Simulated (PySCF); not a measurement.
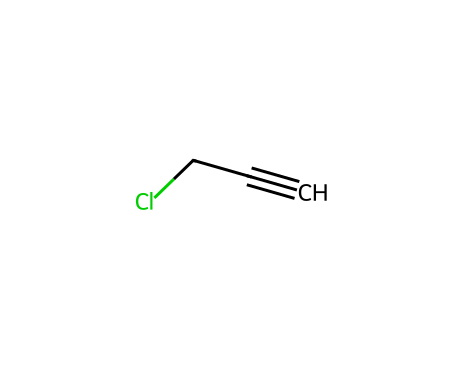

Computed geometry: GFN2-xTB optimisation. No frequency run is at hand to confirm it as a minimum. Level of theory: ωB97X-D/def2-SVPD, gas phase (PySCF 2.14.0). Excitations: vertical, linear response.

Computed properties:

The species is C₃H₃Cl (`C#CCCl`).
- dipole moment: 1.80 D
- HOMO energy (Kohn–Sham orbital): −10.16 eV
- LUMO energy (Kohn–Sham orbital): 1.19 eV
- HOMO–LUMO gap: 11.35 eV
- mean static polarisability: 48.9 bohr³
- lowest vertical singlet excitation: 6.02 eV
- its oscillator strength: 0.000
- brightest of the 8 lowest singlets: 6.50 eV
- its oscillator strength: 0.04
